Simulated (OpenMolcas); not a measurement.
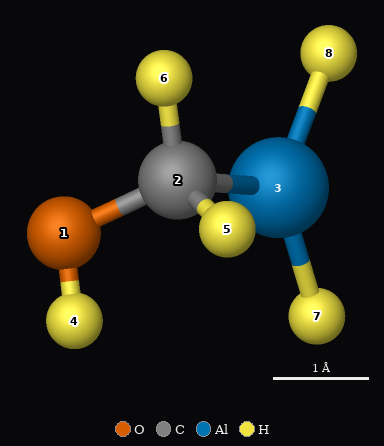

Fig. 1: The structure as given in the input (ball-and-stick view, seen at a tilt; atoms are numbered from 1 in the order of the input). Sticks mark near contacts.

**Run report: CH₅AlO, property calculation (part 1 of 2)**

The run: property calculation of CH₅AlO, SMILES O[CH2][AlH2]. Method and program: MN15-L/ANO-L-MB, RKS, PCM solvent carbontetrachloride (OpenMolcas 26.06).

The geometry: force field.

Input file:
```
&gateway
  coord=struct.xyz
  basis=ANO-L-MB
  group=NoSym
  rf-input
  PCM-Model
  Solvent=carbontetrachloride
  End of RF-Input

&seward
  medium

&scf
  ksdft=2
  1.0 MGGA_X_MN15_L
  1.0 MGGA_C_MN15_L
  iterations=75
  prorbitals=1 2

&localisation
  cholesky
```

File struct.xyz:
```
8

O     -1.141200     0.765900    -0.790100
C     -0.274600     0.697400     0.247500
Al     0.889400    -0.877600    -0.046300
H     -1.806800     0.126400    -0.649400
H     -0.795500     0.601800     1.206700
H      0.361500     1.627100     0.271500
H      0.322600    -2.343800    -0.105200
H      2.536600    -0.654200    -0.190600
```

Run on 1 thread of Arm Neoverse V2, 24 GiB of memory available, shared host.

Command:
```bash
export MOLCAS_MEM=1860
pymolcas job.input > job.log
```

Log:
```
--- Start Module: gateway ---

                                              &GATEWAY

                       available to each process: 1.9 GB of memory, 1 thread

++    Symmetry information:
      ---------------------

                    Character Table for C1

                             E
                    a        1  x, y, xy, Rz, z, xz, Ry, yz, Rx, I
--

++    Basis set information:
      ----------------------

      Basis set label: O.ANO-L...2S1P.

      Electronic valence basis set:
      ------------------
      Associated Effective Charge   8.000000 au
      Associated Actual Charge      8.000000 au
      Nuclear Model: Point charge

      Shell  nPrim  nBasis  Cartesian Spherical Contaminant
         s      14       2        X
         p       9       1        X

      Basis set label: C.ANO-L...2S1P.

      Electronic valence basis set:
      ------------------
      Associated Effective Charge   6.000000 au
      Associated Actual Charge      6.000000 au
      Nuclear Model: Point charge

      Shell  nPrim  nBasis  Cartesian Spherical Contaminant
         s      14       2        X
         p       9       1        X

      Basis set label: AL.ANO-L...3S2P.

      Electronic valence basis set:
      ------------------
      Associated Effective Charge  13.000000 au
      Associated Actual Charge     13.000000 au
      Nuclear Model: Point charge

      Shell  nPrim  nBasis  Cartesian Spherical Contaminant
         s      17       3        X
         p      12       2        X

      Basis set label: H.ANO-L...1S.

      Electronic valence basis set:
      ------------------
      Associated Effective Charge   1.000000 au
      Associated Actual Charge      1.000000 au
      Nuclear Model: Point charge

      Shell  nPrim  nBasis  Cartesian Spherical Contaminant
         s       8       1        X
--

++    Molecular structure info:
      -------------------------

                    ************************************************
                    **** Cartesian Coordinates / bohr, angstrom ****
                    ************************************************

     Center  Label                x              y              z                     x              y              z
        1      O1              -2.156555       1.447341      -1.493073             -1.141200       0.765900      -0.790100
        2      C2              -0.518919       1.317895       0.467707             -0.274600       0.697400       0.247500
        3      AL3              1.680722      -1.658424      -0.087494              0.889400      -0.877600      -0.046300
        4      H4              -3.414357       0.238861      -1.227188             -1.806800       0.126400      -0.649400
        5      H5              -1.503277       1.137237       2.280333             -0.795500       0.601800       1.206700
        6      H6               0.683136       3.074773       0.513061              0.361500       1.627100       0.271500
        7      H7               0.609626      -4.429140      -0.198799              0.322600      -2.343800      -0.105200
        8      H8               4.793479      -1.236259      -0.360182              2.536600      -0.654200      -0.190600

                    ***************************************
                    *    InterNuclear Distances / bohr    *
                    ***************************************

               1 O1            2 C2            3 AL3           4 H4            5 H5            6 H6
    1 O1       0.000000
    2 C2       2.557981        0.000000
    3 AL3      5.132848        3.742345        0.000000
    4 H4       1.764422        3.524280        5.555036        0.000000
    5 H5       3.842073        2.070558        4.853883        4.094143        0.000000
    6 H6       3.838874        2.129229        4.874320        5.278287        3.414337        0.000000
    7 H7       6.622683        5.894595        2.972626        6.248220        6.449419        7.537962
    8 H8       7.535790        5.952367        3.153068        8.384286        7.228758        6.020172

               7 H7            8 H8
    7 H7       0.000000
    8 H8       5.265469        0.000000

                    *******************************************
                    *    InterNuclear Distances / angstrom    *
                    *******************************************

               1 O1            2 C2            3 AL3           4 H4            5 H5            6 H6
    1 O1       0.000000
    2 C2       1.353625        0.000000
    3 AL3      2.716186        1.980363        0.000000
    4 H4       0.933692        1.864968        2.939599        0.000000
    5 H5       2.033137        1.095692        2.568564        2.166527        0.000000
    6 H6       2.031445        1.126739        2.579379        2.793149        1.806789        0.000000
    7 H7       3.504573        3.119286        1.573046        3.306416        3.412886        3.988918
    8 H8       3.987768        3.149857        1.668532        4.436773        3.825294        3.185738

               7 H7            8 H8
    7 H7       0.000000
    8 H8       2.786366        0.000000

                    **************************************
                    *    Valence Bond Angles / degree    *
                    **************************************
                          Atom centers                 Phi
                      2 C2       1 O1       4 H4       107.83
                      1 O1       2 C2       5 H5       111.78
                      1 O1       2 C2       6 H6       109.63
                      5 H5       2 C2       6 H6       108.77

           ***************************************************************
           *              Valence Dihedral Angles / degree               *
           ***************************************************************
                    Atom centers                       Phi1     Phi2     Theta
           4 H4       1 O1       2 C2       5 H5        107.83   111.78   -43.22
           4 H4       1 O1       2 C2       6 H6        107.83   109.63  -163.91
--

            Nuclear Potential Energy             98.25255577 au

--- Stop Module: gateway /rc=_RC_ALL_IS_WELL_ ---

--- Start Module: seward ---

                                              &SEWARD

                       available to each process: 1.9 GB of memory, 1 thread

               SEWARD will generate:
                  Multipole Moment integrals up to order  2
                  Kinetic Energy integrals
                  Nuclear Attraction integrals (point charge)
                  One-Electron Hamiltonian integrals
                  Velocity integrals
                  Reaction Field integrals (PCM)
                  Orbital angular momentum around (  0.0967  -0.1167  -0.3268 )
                  Velocity quadrupole around (  0.0967  -0.1167  -0.3268 )
                  Cholesky decomposed two-electron repulsion integrals
                   - CD Threshold:   1.00E-06

                   Integrals are discarded if absolute value <: 1.00E-40
                   Integral cutoff threshold is set to       <: 1.00E-40

            Nuclear Potential Energy             98.25255577 au

      Basis set specifications :
      Symmetry species         a
      Basis functions           24

--- Stop Module: seward /rc=_RC_ALL_IS_WELL_ ---
--- Module seward spent 1 second ---

--- Start Module: scf ---

                                                &SCF

                       available to each process: 1.9 GB of memory, 1 thread

++    Input section:
      --------------

      Header of the integral files:

      Cartesian coordinates in angstrom:
      -----------------------------------------------------
      No.  Label        X            Y            Z
      -----------------------------------------------------
       1   O1        -1.14120000   0.76590000  -0.79010000
       2   C2        -0.27460000   0.69740000   0.24750000
       3   AL3        0.88940000  -0.87760000  -0.04630000
       4   H4        -1.80680000   0.12640000  -0.64940000
       5   H5        -0.79550000   0.60180000   1.20670000
       6   H6         0.36150000   1.62710000   0.27150000
       7   H7         0.32260000  -2.34380000  -0.10520000
       8   H8         2.53660000  -0.65420000  -0.19060000
      -----------------------------------------------------
      Nuclear repulsion energy =   98.25255577
--

++    Orbital specifications:
      -----------------------

      Symmetry species               1
                                     a
      Frozen orbitals                0
      Occupied orbitals             16
      Secondary orbitals             8
      Deleted orbitals               0
      Total number of orbitals      24
      Number of basis functions     24
--

      Molecular charge                           0.000

      Polarizable Continuum Model (PCM) activated
      Solvent: carbontetrachloride
      Version: Dielectric
      Average area for surface element on the cavity boundary: 0.4000 angstrom^2
      Minimum radius for added spheres: 0.2000 angstrom
      Calculation type: equilibrium

      Numerical integration parameters
      --------------------------------
      Radial quadrature type:                         MHL
      Size of radial grid:                            75
      Lebedev angular grid:                           29
      Angular grid pruned with the crowding factor:  3.00E+00
                                 and fading factor:  6.00E+00
      Screening threshold for integral computation:   1.00E-11
      Radial quadrature accuracy:                     1.00E-25
      Maximum batch size:                             128
      AO values are stored on disk
      The same grid will be used for all iterations.

      DFT functional specifications
      -----------------------------
      Using Libxc version: 6.2.2
      Please cite the following reference:
      S. Lehtola, C. Steigemann, M. J.T. Oliveira, and M. A.L. Marques.,  SoftwareX 7, 1–5 (2018) doi:10.1016/j.softx.2017.11.002

      * Minnesota MN15-L exchange functional
      * Minnesota MN15-L correlation functional

++    Optimization specifications:
      ----------------------------

      SCF Algorithm: LK-Cholesky
      LK screening threshold:                     4.50E-02
      Local-Exchange (LK) algorithm.
       - the density matrix is decomposed
      D(i)-D(i-1) density differences are used
      Number of density matrices in core                 5
      Maximum number of NDDO SCF iterations             75
      Maximum number of HF SCF iterations               75
      Threshold for SCF energy change             1.00E-09
      Threshold for density matrix                1.00E-04
      Threshold for Fock matrix                   1.50E-04
      Threshold for linear dependence             1.00E-09
      Threshold at which DIIS is turned on        1.50E-01
      Maximum depth in the DIIS procedure                5
      Maximum depth in the BFGS Hessian update          30
      Threshold at which QNR/C2DIIS is turned on  7.50E-02
      Threshold for Norm(delta) (QNR/C2DIIS)      1.00E-03
      All orbitals punched on: SCFORB
--

      Input vectors read from INPORB
      Orbital file label: *Guess orbitals

++ Convergence information
                                   [...]      iterations: Energy and convergence statistics

Iter     Tot. [...]      One-elec.       Two-elec.     Energy      Max Dij or  Max Fij      DNorm      TNorm      AccCon     Time
         Energy          Energy          Energy        Change      Delta Norm                                                in Sec.
   1  -358.168848999  -601.332687422   204.722911376   0.00E+00    3.05E-01*   1.06E-01*    7.75E+00   6.41E+01   None         0.
   2  -358.327699861  -603.651200008   206.882573099  -1.59E-01*   3.11E-01*   7.14E-02*    2.73E+00   6.44E+01   EDIIS        0.
   3  -358.333037368  -602.480151127   205.706186712  -5.34E-03*   3.02E-02*   3.93E-02*    1.97E+00   6.43E+01   EDIIS        0.
   4  -358.394675759  -603.082370964   206.246768157  -6.16E-02*   1.62E-02*   2.04E-03*    2.01E-01   6.43E+01   c2DIIS       0.
   5  -358.394755060  -602.976211365   206.140529257  -7.93E-05*   1.17E-02*   1.51E-03*    7.00E-02   6.43E+01   QNRc2DIIS    0.
   6  -358.394752950  -603.095237465   206.259557467   2.11E-06*   5.90E-03*   1.58E-03*    6.46E-02   6.43E+01   QNRc2DIIS    0.
   7  -358.394800092  -603.031386111   206.195658972  -4.71E-05*   1.94E-04    6.96E-05     3.29E-02   6.43E+01   QNRc2DIIS    0.
   8  -358.394800136  -603.032034594   206.196307410  -4.43E-08*   3.78E-05    5.03E-06     9.29E-04   6.43E+01   QNRc2DIIS    0.
   9  -358.394800137  -603.032035015   206.196307831  -3.11E-10    9.49E-06    5.04E-06     1.83E-04   6.43E+01   QNRc2DIIS    0.

       Convergence after   9 Iterations
--
```
